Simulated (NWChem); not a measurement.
# triplet C3H4: levels of theory compared

Aim: a comparison of 6 runs (UHF/3-21G, U-r2SCAN/def2-SVPD, UB3LYP/6-31G*, UM06-2X/def2-SVPD, UPBE0/def2-SVPD) of triplet C3H4. 

The results are computed with NWChem 7.3.0.

26 further runs of the same task are left out: 1 that didn't finish, 25 set aside as unsound or not needed. Runs told in other sessions of the task aren't counted.

**1. The molecule**

C3H4: 7 atoms, total charge 0, spin state triplet. SMILES of the parent species: `C#CC`. The shape is that of a PBE0-D4/def2-TZVP optimisation. That shape belongs to the parent species and isn't relaxed for this state.

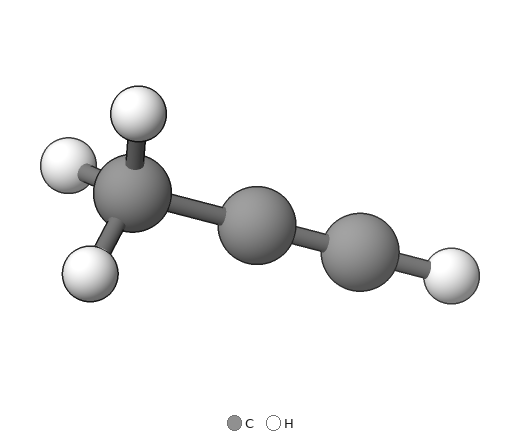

Viewed from a chosen angle; carbon grey, hydrogen white.

**2. A single-point energy at UHF/3-21G (run 1)**

Contents of c3h4.nw:

```
start c3h4
memory stack 880 mb heap 220 mb global 1100 mb
charge 0

geometry units bohr noautosym nocenter noautoz
  C  -2.54582014 -1.26530392 -1.49658750
  C  -0.74895515 -0.37225715 -0.44051406
  C   1.42131971  0.70636073  0.83559910
  H  -4.13899154 -2.05691019 -2.43343813
  H   2.38337928  2.07280279 -0.37671690
  H   0.84975315  1.67773665  2.56537880
  H   2.77935249 -0.76242890  1.34627869
end

basis spherical bse
  * library 3-21G
end

scf
  triplet
  uhf
  thresh 1e-08
  maxiter 80
  print medium
end

task scf energy
```

Run with:

```
$ nwchem c3h4.nw > c3h4.out
```

The program printed:

```text
[...]
  functions       =    35
[...]
  wavefunction    = UHF
[...]
         Total SCF energy =   -115.028701649698
      One electron energy =   -270.372607428589
      Two electron energy =     96.398561971455
 Nuclear repulsion energy =     58.945343807436
                       Sz =      1.0000
                 Sz(Sz+1) =      2.0000
                      S^2 =      2.0186
[...]
```

It took 3.9 s on 1 thread of Intel Xeon 6975P-C (Granite Rapids), shared host; peak memory 0.1 GiB.

**3. The energy at U-r2SCAN/def2-SVPD (run 2)**

Contents of run.py:

```python
from ase import Atoms
from ase.calculators.nwchem import NWChem

atoms = Atoms(['C', 'C', 'C', 'H', 'H', 'H', 'H'], positions=[
    [-1.347190, -0.669570, -0.791960],
    [-0.396330, -0.196990, -0.233110],
    [0.752130, 0.373790, 0.442180],
    [-2.190260, -1.088470, -1.287720],
    [1.261230, 1.096880, -0.199350],
    [0.449670, 0.887820, 1.357540],
    [1.470770, -0.403460, 0.712420],
])

calc = NWChem(
    label='test',
    theory='dft',
    memory='2200 mb',
    basis='def2-SVPD',
    basispar='spherical bse',
    dft={'xc': 'r2scan', 'mult': '3', 'grid': 'fine', 'convergence': 'energy 1e-08', 'iterations': '100', 'mulliken': None, 'print': 'low'},
    task='energy',
)
atoms.calc = calc

print("Total energy (eV):", round(atoms.get_potential_energy(), 6))
```

Run with:

```
$ export ASE_NWCHEM_COMMAND="nwchem PREFIX.nwi > PREFIX.nwo"
$ python run.py
```

The program printed:

```text
Total energy (eV): -3164.327792
```

The calculator wrote test.nwi:

```
title "test"

permanent_dir test

scratch_dir test

start test

geometry units angstrom nocenter noautosym noautoz
  C  -1.3471900000000001e+00 -6.6957000000000000e-01 -7.9196000000000000e-01
  C  -3.9633000000000002e-01 -1.9699000000000000e-01 -2.3311000000000001e-01
  C  7.5212999999999997e-01 3.7379000000000001e-01 4.4218000000000002e-01
  H  -2.1902599999999999e+00 -1.0884700000000000e+00 -1.2877200000000000e+00
  H  1.2612300000000001e+00 1.0968800000000001e+00 -1.9935000000000000e-01
  H  4.4967000000000001e-01 8.8782000000000005e-01 1.3575400000000000e+00
  H  1.4707699999999999e+00 -4.0345999999999999e-01 7.1242000000000005e-01
end

memory 2200 mb

basis spherical bse noprint
   * library def2-SVPD
end

dft
  xc r2scan
  mult 3
  grid fine
  convergence energy 1e-08
  iterations 100
  mulliken
  print low
end

task dft energy
```

test.nwo, shortened:

```text
[...]
         Total DFT energy =     -116.286902455158
      One electron energy =     -271.321842956672
           Coulomb energy =      113.723978094519
    Exchange-Corr. energy =      -17.634385644199
 Nuclear repulsion energy =       58.945348051195
[... 37 lines left out ...]
    Atom       Charge   Shell Charges
 -----------   ------   -------------------------------------------------------
[...]
      <S2> =      2.0106 (Exact =     2.0000)
[...]
```

Wall time 20 s (1 thread of Intel Xeon 6975P-C (Granite Rapids), shared host); peak memory 0.12 GiB.

Runs 3 to 4 aren't shown in full; the table further down has their settings and results.

**4. The energy at UM06-2X/def2-SVPD (run 5)**

Contents of job.nw:

```
start job
memory total 2200 mb

geometry units atomic noautosym nocenter noautoz
C     -2.54582014    -1.26530392    -1.49658750
C     -0.74895515    -0.37225715    -0.44051406
C      1.42131971     0.70636073     0.83559910
H     -4.13899154    -2.05691019    -2.43343813
H      2.38337928     2.07280279    -0.37671690
H      0.84975315     1.67773665     2.56537880
H      2.77935249    -0.76242890     1.34627869
end

basis spherical bse
* library def2-SVPD
end

dft
xc m06-2x
mult 3
grid fine
convergence energy 1e-08
iterations 100
mulliken
end

task dft
```

Run with:

```
$ nwchem job.nw > job.out
```

The program printed:

```text
[...]
          Wavefunction type:  spin polarized.
          No. of atoms     :     7
          No. of electrons :    22
[...]
          Charge           :     0
          Spin multiplicity:     3
[...]
          AO basis - number of functions:    92
[...]
              XC Information
              --------------
                       M06-2X Method XC Functional
                     Hartree-Fock (Exact) Exchange  0.540
                        M06-2X Exchange Functional  1.000
                      M06-2X Correlation Potential  1.000
[...]
 d= 0,ls=0.0,diis     1   -116.2511509366 -1.75D+02  2.07D-02  4.01D-02     1.7
[...]
 d= 0,ls=0.0,diis    13   -116.2886128279 -6.01D-09  1.93D-06  2.41D-10    21.2
[...]
         Total DFT energy =     -116.288612827880
      One electron energy =     -271.248362158763
           Coulomb energy =      113.646448179129
    Exchange-Corr. energy =      -17.632042655682
 Nuclear repulsion energy =       58.945343807436
[...]
      Total Density - Mulliken Population Analysis
     ---------------------------------------------
    Atom       Charge   Shell Charges
 -----------   ------   -------------------------------------------------------
    1 C    6     7.06   1.99  0.92  1.87  0.08  2.03  0.14  0.03  0.00
    2 C    6     5.10   1.99  0.93 -0.05 -0.16  2.05  0.24  0.04  0.08
    3 C    6     5.51   1.99  0.90 -0.55  0.09  2.14  0.93  0.03 -0.01
    4 H    1     1.20   0.73  0.35  0.03  0.08
    5 H    1     1.03   0.75  0.19  0.02  0.07
    6 H    1     1.06   0.75  0.23  0.02  0.06
    7 H    1     1.04   0.75  0.20  0.02  0.06
[...]
      <S2> =      2.0079 (Exact =     2.0000)
[...]
```

Wall time 22 s (1 thread of Intel Xeon 6975P-C (Granite Rapids), shared host); peak memory 0.12 GiB.

**5. The energy at UPBE0/def2-SVPD (run 6)**

Contents of c3h4.xyz:

```xyz
7
C3H4 energy
C     -1.347190    -0.669570    -0.791960
C     -0.396330    -0.196990    -0.233110
C      0.752130     0.373790     0.442180
H     -2.190260    -1.088470    -1.287720
H      1.261230     1.096880    -0.199350
H      0.449670     0.887820     1.357540
H      1.470770    -0.403460     0.712420
```

Contents of run.py:

```python
from ase.io import read
from ase.calculators.nwchem import NWChem

system = read('c3h4.xyz')

calc = NWChem(
    label='c3h4',
    theory='dft',
    memory='2200 mb',
    basis='def2-SVPD',
    basispar='spherical bse',
    dft={'xc': 'pbe0', 'mult': '3', 'grid': 'fine', 'convergence': 'energy 1e-08', 'iterations': '100', 'mulliken': None},
    task='energy',
)
system.calc = calc

print("Total energy (eV):", round(system.get_potential_energy(), 6))
```

Run with:

```
$ export ASE_NWCHEM_COMMAND="nwchem PREFIX.nwi > PREFIX.nwo"
$ python run.py
```

The program printed:

```text
Total energy (eV): -3162.349993
```

The calculator wrote c3h4.nwi:

```
title "c3h4"

permanent_dir c3h4

scratch_dir c3h4

start c3h4

geometry units angstrom nocenter noautosym noautoz
  C  -1.3471900000000001e+00 -6.6957000000000000e-01 -7.9196000000000000e-01
  C  -3.9633000000000002e-01 -1.9699000000000000e-01 -2.3311000000000001e-01
  C  7.5212999999999997e-01 3.7379000000000001e-01 4.4218000000000002e-01
  H  -2.1902599999999999e+00 -1.0884700000000000e+00 -1.2877200000000000e+00
  H  1.2612300000000001e+00 1.0968800000000001e+00 -1.9935000000000000e-01
  H  4.4967000000000001e-01 8.8782000000000005e-01 1.3575400000000000e+00
  H  1.4707699999999999e+00 -4.0345999999999999e-01 7.1242000000000005e-01
end

memory 2200 mb

basis spherical bse noprint
   * library def2-SVPD
end

dft
  xc pbe0
  mult 3
  grid fine
  convergence energy 1e-08
  iterations 100
  mulliken
end

task dft energy
```

c3h4.nwo:

```text
Northwest Computational Chemistry Package (NWChem) 7.3.0
             --------------------------------------------------------

           Job information
           ---------------

    nwchem branch   = 7.3.0
    use scalapack   = T
    input           = c3h4.nwi
    prefix          = c3h4.
    data base       = c3h4/c3h4.db
    status          = startup
    nproc           =        1

           Memory information
           ------------------

    heap     =     72089596 doubles =      550.0 Mbytes
    stack    =     72089601 doubles =      550.0 Mbytes
    global   =    144179200 doubles =     1100.0 Mbytes (distinct from heap & stack)
    total    =    288358397 doubles =     2200.0 Mbytes
    verify   = yes
    hardfail = no

           Directory information
           ---------------------

  0 permanent = c3h4
  0 scratch   = c3h4

                                NWChem Input Module
                                -------------------

                                       c3h4
                                       ----

[... 26 lines left out ...]
            Nuclear Dipole moment (a.u.)
[... 65 lines left out ...]
  convergence criterion.
[... 16 lines left out ...]
          Convergence on density requested:  1.00D-05
[... 21 lines left out ...]
          Spatial weights used:  Erf1
[... 3 lines left out ...]
          Convergence aids based upon iterative change in
[... 86 lines left out ...]
         Total DFT energy =     -116.214219654532
[... 1 line left out ...]
           Coulomb energy =      113.727929738849
[... 1 line left out ...]
 Nuclear repulsion energy =       58.945348051195
[... 657 lines left out ...]
                     DFT Final Beta Molecular Orbital Analysis
[... 745 lines left out ...]
   alpha     81     82     83     84     85     86     87     88     89     90
    beta     80     82     83     85     84     86     88     87     90     89
 overlap   0.998  0.998  0.999  0.998  1.000  1.000  0.990  1.000  0.991  1.000

   alpha     91     92
    beta     91     92
 overlap   0.999  1.000

     --------------------------
     Expectation value of S2:
     --------------------------
      <S2> =      2.0074 (Exact =     2.0000)

 center of mass
 --------------
 x =  -0.51443026 y =  -0.25569783 z =  -0.30246100

 moments of inertia (a.u.)
 ------------------
          84.754415028755         -61.642642394407         -72.916738239397
         -61.642642394407         178.149542097254         -36.239107959844
         -72.916738239397         -36.239107959844         165.918450484316

     Multipole analysis of the density
     ---------------------------------

     L   x y z        total         alpha         beta         nuclear
     -   - - -        -----         -----         ----         -------
     0   0 0 0     -0.000000    -12.000000    -10.000000     22.000000

     1   1 0 0      0.254231      6.358464      3.263006     -9.367239
[... 8 lines of this table left out ...]
     2   0 0 2    -14.426740    -26.881005    -20.795218     33.249482

 Task  times  cpu:       14.8s     wall:       14.8s
 Total times  cpu:       14.8s     wall:       14.8s
```

It took 16 s on 1 thread of Intel Xeon 6975P-C (Granite Rapids), shared host; peak memory 0.12 GiB.

**6. Overview of the runs**

| run | level | iteration cap | module | energy (Eh) | dipole moment (D) | HOMO energy (eV) | ⟨S²⟩ | wall time |
| --- | --- | --- | --- | --- | --- | --- | --- | --- |
| 1 | UHF/3-21G | 80 | scf | -115.028702 | 0.43 | -4.96 | 2.019 | 3.9 s |
| 2 | U-r2SCAN/def2-SVPD | 100 | dft | -116.286902 | – | – | 2.011 | 20 s |
| 3 | UB3LYP/6-31G* (spherical functions) | 100 | dft | -116.435097 | 0.31 | -1.40 | 2.006 | 19 s |
| 4 | UB3LYP/6-31G* (Cartesian functions) | 100 | dft | -116.437627 | 0.31 | -1.40 | 2.006 | 21 s |
| 5 | UM06-2X/def2-SVPD | 100 | dft | -116.288613 | 0.76 | -3.07 | 2.008 | 22 s |
| 6 | UPBE0/def2-SVPD | 100 | dft | -116.214220 | 0.77 | -2.21 | 2.007 | 16 s |

**7. Outcome**

| quantity | value |
| --- | --- |
| run 6: total energy | -116.21422 Eh |
| run 6: dipole moment | 0.77 D |
| run 6: HOMO energy (highest over α and β) | -2.21 eV |
| run 6: ⟨S²⟩ | 2.007 |

In words: Over runs 1, 3, 4, 5, 6 the dipole moment (its size) runs from 0.31 D (UB3LYP/6-31G*) to 0.77 D (UPBE0/def2-SVPD). The two ends differ in method and basis. Totals of different functionals can't be ranked against each other. All runs together took 1.7 min, the longest 22 s.
